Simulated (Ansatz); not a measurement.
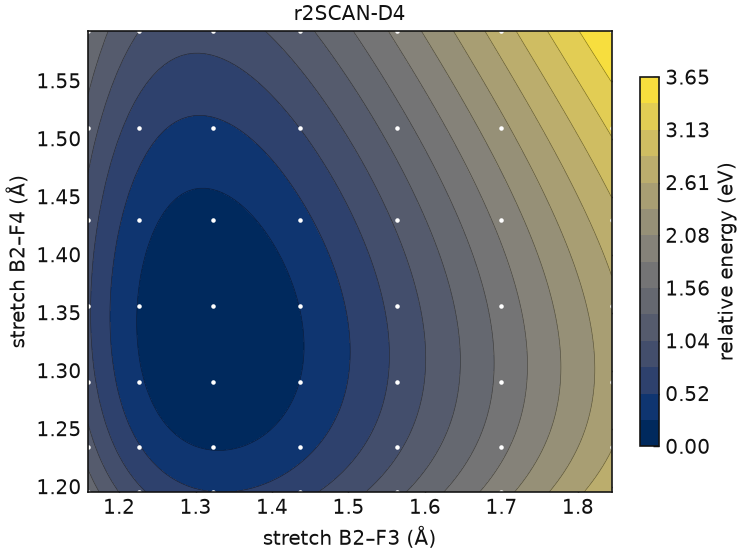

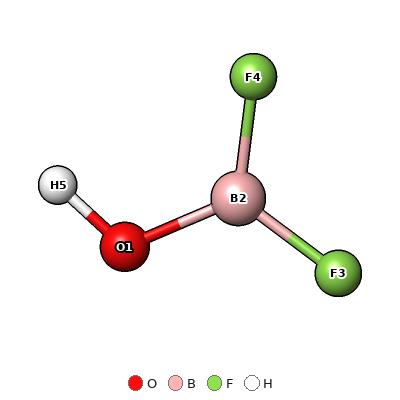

Energy landscape of BHOF₂, SMILES OB(F)F over the stretch B2–F3 and the stretch B2–F4. Method named on the plot, def2-TZVPP, the Ansatz code, cores frozen in correlated methods. A stretch and then a stretch are set rigidly from the minimum (PBE0-D4/def2-TZVP); energies less that of the minimum; in a bend the first-named atom and what hangs on it turn. The map is drawn from 7 × 7 computed points, interpolated. Dots mark the computed points.

### How does the best value of the first coordinate follow the second?

It shrinks from 1.335 to 1.301 Å as the second goes from 1.20 to 1.59 Å (from a spline through the points).

### Which computed point is the lowest, and which the highest?

Lowest at 1.32 Å and 1.36 Å (0.01 eV), highest at 1.84 Å and 1.59 Å (3.65 eV).
